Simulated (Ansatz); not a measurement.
# CH$_{8}$OSi: molecular dynamics (part 3 of 3)

CH$_{8}$OSi; RKS PBE0-D4/def2-SVP (Ansatz 0.2.0). 

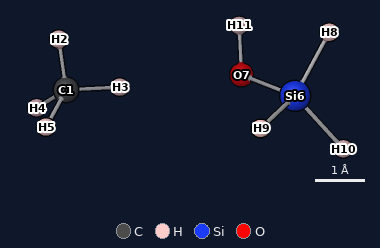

*The geometry at step 50 of the log (ball-and-stick view, seen at a tilt; atoms are numbered from 1 in the order of the input).*

Trajectory as extended XYZ, continued
```
11
Properties=species:S:1:pos:R:3:forces:R:3 step=39 time_fs=29.2 energy=-11079.95392 temperature=685.3
C     0.1056   -0.1237   -2.4428   -3.7143   3.0989   3.2465
H     0.4650    0.8685   -2.8787    0.0974  -0.9639   1.3917
H     0.1004   -0.3997   -1.2966    1.3407   1.0836  -1.9240
H     0.5011   -0.8760   -3.0164    0.6541  -2.4900  -1.6999
H    -1.0568    0.0157   -2.4563    1.6715  -0.7123  -0.9875
Si   -0.3916    0.1125    2.2172    0.8515   1.2866  -0.7603
O     0.8725   -0.2945    1.1879    0.9311  -0.1736  -0.3607
H     0.0498    1.4253    2.7326    0.0645   0.2224   0.8095
H    -1.6360    0.6029    1.5033    0.1955  -0.7802  -0.0855
H    -0.6843   -0.8962    3.2766    0.0509  -0.0566  -0.1939
H     1.7882    0.0954    1.0796   -2.1429  -0.5149   0.5642
11
Properties=species:S:1:pos:R:3:forces:R:3 step=40 time_fs=30.0 energy=-11080.14741 temperature=838.3
C     0.1047   -0.1232   -2.4416   -3.4768   3.1036   2.6865
H     0.4567    0.8788   -2.8654    0.0884  -1.0816   1.3226
H     0.1027   -0.3951   -1.3188    1.2542   0.9970  -1.3982
H     0.5004   -0.8808   -3.0058    0.8247  -2.4447  -1.7475
H    -1.0443   -0.0152   -2.4907    1.3551  -0.5584  -0.8363
Si   -0.3925    0.1095    2.2209    1.5532   1.3521  -0.4060
O     0.8702   -0.2877    1.1904   -0.7369  -0.9418  -0.1774
H     0.0732    1.4254    2.7412   -0.0473   0.0565   0.7298
H    -1.6045    0.5664    1.5326   -0.5044  -0.4560  -0.4994
H    -0.6920   -0.8879    3.2712    0.0610  -0.2322  -0.0111
H     1.7370    0.1128    1.0873   -0.3714   0.2055   0.3370
11
Properties=species:S:1:pos:R:3:forces:R:3 step=42 time_fs=31.5 energy=-11080.26435 temperature=891.7
C     0.0987   -0.1190   -2.4360   -1.5607   1.3094  -0.4227
H     0.4436    0.8820   -2.8255    0.1864  -0.8755   0.9377
H     0.1310   -0.3756   -1.3852    0.9767   0.5120   0.7278
H     0.5069   -0.9226   -3.0091    0.4287  -0.7478  -0.6908
H    -0.9970   -0.0881   -2.5721    0.0041  -0.1838  -0.5200
Si   -0.3932    0.1044    2.2286    3.0891   1.3143   0.5293
O     0.8636   -0.2743    1.1952   -4.5748  -3.1912   0.2111
H     0.1177    1.4239    2.7692   -0.2859  -0.2633   0.5392
H    -1.5526    0.4919    1.5809   -2.1224   0.2390  -1.4203
H    -0.7072   -0.8813    3.2603    0.0988  -0.5020   0.2908
H     1.6408    0.1557    1.1071    3.7601   2.3889  -0.1820
11
Properties=species:S:1:pos:R:3:forces:R:3 step=44 time_fs=33.0 energy=-11080.28883 temperature=896.6
C     0.0902   -0.1143   -2.4321    0.1777  -0.6624  -3.5969
H     0.4305    0.8705   -2.7709    0.4464  -0.1101   0.2471
H     0.1848   -0.3449   -1.4413    0.6830  -0.2198   3.2572
H     0.5184   -0.9743   -3.0240    0.0610   0.9585   0.3437
H    -0.9503   -0.1596   -2.6634   -1.3440   0.0456  -0.2107
Si   -0.3928    0.1006    2.2369    3.4433   1.3615   1.1837
O     0.8517   -0.2652    1.2008   -2.1914  -2.3347  -0.2352
H     0.1506    1.4168    2.8058   -0.5040  -0.4590   0.3520
H    -1.5471    0.4184    1.5982   -2.7756   0.5440  -1.7556
H    -0.7210   -0.8864    3.2575    0.1713  -0.5787   0.4115
H     1.6133    0.2448    1.1214    1.8322   1.4550   0.0034
11
Properties=species:S:1:pos:R:3:forces:R:3 step=45 time_fs=33.8 energy=-11080.33621 temperature=911.8
C     0.0854   -0.1126   -2.4328    0.5116  -1.5885  -3.8896
H     0.4253    0.8631   -2.7409    0.6000   0.4225  -0.1526
H     0.2167   -0.3301   -1.4481    0.4703  -0.3930   3.4706
H     0.5244   -0.9916   -3.0304    0.0305   1.4432   0.6172
H    -0.9360   -0.1936   -2.7106   -1.5938   0.1260  -0.0019
Si   -0.3920    0.0996    2.2417    2.8379   1.4359   1.1907
O     0.8445   -0.2623    1.2036    0.1819  -0.8977  -0.5888
H     0.1630    1.4101    2.8260   -0.5940  -0.4973   0.2763
H    -1.5667    0.3852    1.5926   -2.3756   0.4899  -1.5075
H    -0.7271   -0.8950    3.2586    0.2226  -0.5226   0.3825
H     1.6182    0.3036    1.1246   -0.2913  -0.0185   0.2031
11
Properties=species:S:1:pos:R:3:forces:R:3 step=46 time_fs=34.5 energy=-11080.36249 temperature=967.1
C     0.0804   -0.1112   -2.4358    0.6186  -2.5178  -3.0353
H     0.4236    0.8574   -2.7117    0.7132   0.9227  -0.5155
H     0.2526   -0.3177   -1.4357    0.0899  -0.3497   2.5494
H     0.5311   -1.0008   -3.0353    0.0606   1.7198   0.7633
H    -0.9298   -0.2264   -2.7571   -1.4696   0.2333   0.2843
Si   -0.3907    0.0994    2.2468    1.8403   1.4312   1.0489
O     0.8374   -0.2597    1.2062    1.9600   0.3504  -0.8698
H     0.1726    1.3995    2.8472   -0.6584  -0.4825   0.2199
H    -1.5999    0.3551    1.5800   -1.6097   0.3751  -1.0557
H    -0.7327   -0.9077    3.2627    0.2878  -0.3925   0.2766
H     1.6230    0.3627    1.1283   -1.8326  -1.2899   0.3338
11
Properties=species:S:1:pos:R:3:forces:R:3 step=48 time_fs=36.0 energy=-11080.24804 temperature=905.0
C     0.0711   -0.1120   -2.4456    0.7290  -3.0849  -0.4882
H     0.4368    0.8641   -2.6623    0.5078   0.9567  -0.8633
H     0.3278   -0.2946   -1.3771   -0.9586  -0.1397  -0.3169
H     0.5481   -0.9909   -3.0343    0.2634   1.6904   0.7237
H    -0.9375   -0.2884   -2.8416   -0.5418   0.5805   0.9918
Si   -0.3879    0.1006    2.2569   -0.3746   1.0451   0.6891
O     0.8258   -0.2532    1.2107    3.4762   1.7218  -1.1180
H     0.1831    1.3677    2.8956   -0.7028  -0.3248   0.1495
H    -1.6872    0.3045    1.5401    0.1264   0.1998  -0.0390
H    -0.7405   -0.9406    3.2776    0.4229  -0.0108  -0.0739
H     1.6051    0.4618    1.1442   -2.9478  -2.6341   0.3452
11
Properties=species:S:1:pos:R:3:forces:R:3 step=50 time_fs=37.5 energy=-11080.06179 temperature=811.3
C     0.0622   -0.1189   -2.4565    0.8440  -1.5282   1.0372
H     0.4576    0.8898   -2.6324   -0.1459  -0.0900  -0.8460
H     0.3868   -0.2710   -1.3271   -1.7163  -0.1773  -1.9026
H     0.5662   -0.9468   -3.0179    0.7243   0.8940   0.2236
H    -0.9548   -0.3382   -2.9015    0.2823   0.8984   1.5306
Si   -0.3859    0.1031    2.2674   -1.9252   0.2162   0.4769
O     0.8199   -0.2443    1.2147    2.9067   1.6247  -1.0066
H     0.1815    1.3267    2.9509   -0.6419  -0.0575   0.1228
H    -1.7689    0.2628    1.4958    1.2695   0.1891   0.6660
H    -0.7410   -0.9819    3.2939    0.5229   0.4023  -0.4561
H     1.5261    0.5115    1.1609   -2.1203  -2.3718   0.1543
11
Properties=species:S:1:pos:R:3:forces:R:3 step=51 time_fs=38.2 energy=-11079.99203 temperature=750.7
C     0.0581   -0.1236   -2.4609    0.7994  -0.4118   1.5144
H     0.4681    0.9026   -2.6248   -0.4806  -0.6074  -0.7987
H     0.4031   -0.2592   -1.3159   -1.9050  -0.2550  -2.1921
H     0.5796   -0.9160   -3.0082    1.0284   0.2881  -0.1476
H    -0.9626   -0.3554   -2.9191    0.5428   0.9807   1.6635
Si   -0.3858    0.1041    2.2730   -2.3898  -0.2108   0.4164
O     0.8186   -0.2391    1.2164    1.8125   0.7550  -0.8172
H     0.1777    1.3082    2.9809   -0.6037   0.0424   0.0905
H    -1.8010    0.2423    1.4788    1.5912   0.2266   0.8782
H    -0.7387   -1.0014    3.2995    0.5506   0.5571  -0.5907
H     1.4649    0.5168    1.1692   -0.9458  -1.3649  -0.0169
11
Properties=species:S:1:pos:R:3:forces:R:3 step=52 time_fs=39.0 energy=-11079.89358 temperature=675.2
C     0.0548   -0.1284   -2.4646    0.7124   0.6233   1.8313
H     0.4767    0.9118   -2.6218   -0.7545  -0.9685  -0.7508
H     0.4094   -0.2475   -1.3174   -1.9767  -0.3474  -2.2133
H     0.5991   -0.8839   -2.9991    1.3083  -0.3091  -0.5197
H    -0.9678   -0.3666   -2.9269    0.6939   0.9948   1.6896
Si   -0.3862    0.1049    2.2787   -2.6926  -0.6081   0.3676
O     0.8182   -0.2341    1.2175    0.1406  -0.9656  -0.5469
H     0.1731    1.2910    3.0108   -0.5638   0.1209   0.0478
H    -1.8249    0.2240    1.4668    1.7901   0.2734   1.0192
H    -0.7345   -1.0180    3.3028    0.5611   0.6661  -0.6807
H     1.3971    0.5136    1.1769    0.7812   0.5202  -0.2441
11
Properties=species:S:1:pos:R:3:forces:R:3 step=54 time_fs=40.5 energy=-11079.74568 temperature=613.0
C     0.0509   -0.1366   -2.4700    0.9107   1.5700   1.4953
H     0.4840    0.9120   -2.6291   -1.0444  -1.0893  -0.6506
H     0.3903   -0.2300   -1.3563   -1.7569  -0.5302  -1.4687
H     0.6639   -0.8284   -2.9929    1.2411  -0.7727  -0.7486
H    -0.9664   -0.3721   -2.9158    0.6354   0.8149   1.4101
Si   -0.3890    0.1058    2.2903   -2.9062  -1.2148   0.2521
O     0.8173   -0.2265    1.2187   -2.4601  -4.5601  -0.0484
H     0.1599    1.2583    3.0716   -0.4988   0.2390  -0.0528
H    -1.8428    0.1879    1.4571    1.9031   0.3944   1.1492
H    -0.7205   -1.0382    3.2980    0.5224   0.6961  -0.6855
H     1.2829    0.5249    1.1871    3.4537   4.4525  -0.6519
11
Properties=species:S:1:pos:R:3:forces:R:3 step=56 time_fs=42.0 energy=-11080.20646 temperature=882.6
C     0.0484   -0.1418   -2.4732    1.7968   0.9636  -0.4507
H     0.4640    0.8855   -2.6483   -0.9140  -0.3391  -0.5837
H     0.3371   -0.2238   -1.4242   -1.0248  -0.7079   0.5811
H     0.7557   -0.7867   -3.0003    0.1219  -0.3067  -0.2212
H    -0.9537   -0.3614   -2.8740    0.0122   0.3853   0.7176
Si   -0.3946    0.1068    2.3013   -2.5372  -1.4182   0.0501
O     0.8140   -0.2258    1.2188   -0.3217  -0.9370  -0.0132
H     0.1408    1.2278    3.1324   -0.4699   0.3285  -0.1371
H    -1.8160    0.1587    1.4686    1.6479   0.5332   1.0921
H    -0.6944   -1.0399    3.2737    0.3835   0.4259  -0.4217
H     1.2337    0.6138    1.1847    1.3053   1.0724  -0.6133
11
Properties=species:S:1:pos:R:3:forces:R:3 step=57 time_fs=42.8 energy=-11080.27376 temperature=909.3
C     0.0473   -0.1433   -2.4748    2.3749   0.3866  -1.6543
H     0.4429    0.8660   -2.6630   -0.6915   0.3220  -0.5622
H     0.3016   -0.2262   -1.4544   -0.5545  -0.7672   1.8996
H     0.8041   -0.7699   -3.0044   -0.5693  -0.0367   0.1137
H    -0.9437   -0.3529   -2.8481   -0.5638   0.0924   0.2489
Si   -0.3980    0.1074    2.3062   -2.1255  -1.3416  -0.0340
O     0.8117   -0.2267    1.2185    0.7997   1.4958  -0.0732
H     0.1289    1.2155    3.1628   -0.4723   0.3373  -0.1923
H    -1.7898    0.1484    1.4837    1.3726   0.5990   0.9744
H    -0.6754   -1.0366    3.2567    0.2851   0.1878  -0.2081
H     1.2235    0.6725    1.1796    0.1445  -1.2753  -0.5126
11
Properties=species:S:1:pos:R:3:forces:R:3 step=58 time_fs=43.5 energy=-11080.17252 temperature=851.0
C     0.0470   -0.1449   -2.4774    2.8867  -0.1534  -2.5404
H     0.4191    0.8476   -2.6809   -0.4408   1.0243  -0.5297
H     0.2631   -0.2322   -1.4743   -0.1534  -0.7741   2.9685
H     0.8488   -0.7524   -3.0069   -1.1521   0.1039   0.3664
H    -0.9364   -0.3438   -2.8223   -1.1406  -0.2016  -0.2172
Si   -0.4019    0.1077    2.3113   -1.5601  -1.1806  -0.0945
O     0.8097   -0.2272    1.2179    1.3939   3.0988  -0.1036
H     0.1138    1.2057    3.1914   -0.4706   0.3338  -0.2496
H    -1.7567    0.1418    1.5035    0.9705   0.6548   0.7815
H    -0.6532   -1.0317    3.2394    0.1794  -0.1042   0.0400
H     1.2146    0.7240    1.1721   -0.5129  -2.8017  -0.4215
11
Properties=species:S:1:pos:R:3:forces:R:3 step=60 time_fs=45.0 energy=-11080.05732 temperature=680.5
C     0.0497   -0.1494   -2.4855    3.1982  -0.7714  -1.8946
H     0.3681    0.8300   -2.7285   -0.1078   1.8251  -0.3031
H     0.1840   -0.2525   -1.4617    0.1663  -0.4500   2.4902
H     0.9112   -0.7171   -3.0053   -1.7706   0.0123   0.5681
H    -0.9436   -0.3245   -2.7775   -1.4777  -0.6126  -0.8126
Si   -0.4096    0.1079    2.3209   -0.0089  -0.8371   0.1439
O     0.8068   -0.2257    1.2163    1.5089   4.2138  -0.0771
H     0.0794    1.1943    3.2414   -0.4528   0.2788  -0.3770
H    -1.6798    0.1408    1.5555   -0.2949   0.7404   0.0977
H    -0.6102   -1.0264    3.2122    0.0176  -0.6354   0.4662
H     1.1835    0.7760    1.1461   -0.7783  -3.7639  -0.3017
```

The run was set up as follows.

Input file
```yaml
crystal:
  periodic: [false, false, false]
  atoms:
    - {symbol: C, position_ang: [0.010183, -0.037985, -2.318754]}
    - {symbol: H, position_ang: [0.629329, 0.685757, -2.848905]}
    - {symbol: H, position_ang: [0.488602, -0.311819, -1.378925]}
    - {symbol: H, position_ang: [-0.117697, -0.925930, -2.937907]}
    - {symbol: H, position_ang: [-0.965732, 0.402876, -2.114954]}
    - {symbol: Si, position_ang: [-0.361199, 0.197317, 2.002921]}
    - {symbol: O, position_ang: [0.893450, -0.512150, 1.201854]}
    - {symbol: H, position_ang: [0.044464, 1.490140, 2.619443]}
    - {symbol: H, position_ang: [-1.411425, 0.430265, 0.986556]}
    - {symbol: H, position_ang: [-0.886472, -0.682093, 3.083153]}
    - {symbol: H, position_ang: [1.676398, -0.736380, 1.705617]}
basis:
  gaussian: {orbitals: def2-SVP}
hamiltonian: {xc: pbe0, dispersion: d4}
md: {n_steps: 60, timestep: 0.75, temperature: 1500, ensemble: nvt_langevin, seed: 397, friction: 0.002, initial_velocities: maxwell_boltzmann}
```

Run as:
```bash
ansatz run in.yaml --threads 4 --pin off --events-out ev --progress --plain --max-ram 9574MiB
```

Key numbers

| quantity | value |
| --- | --- |
| outcome | finished |
| mean temperature over the second half | 782 K |
| trajectory | 60 steps, 45 fs |
| ensemble | nvt_langevin |
| temperature in the input | 1500 K |
| time step | 0.75 fs |
| potential energy (last step) | −11080.0573 eV |
| mean-field energy (last step) | −11079.9640 eV |
| dispersion energy (last step) | −0.0933 eV |
| SCF solution under orbital rotations (last step) | stable |
| largest force (length of the vector) (last step) | 4.476 eV/Å |
| dipole moment (last step) | 2.05 D |
| hardware | 4 threads of AMD EPYC, 31 GiB of memory available, shared host |
| wall time | 51 s (CPU time 3 min) |
| peak memory | 0.48 GiB |

Notes

So short a trajectory is not equilibrated. The logged temperature at the start can lie below the typed one, since it is counted over all degrees of freedom. The temperature stays far from the 1500 K of the thermostat over the second half: the run isn't equilibrated.
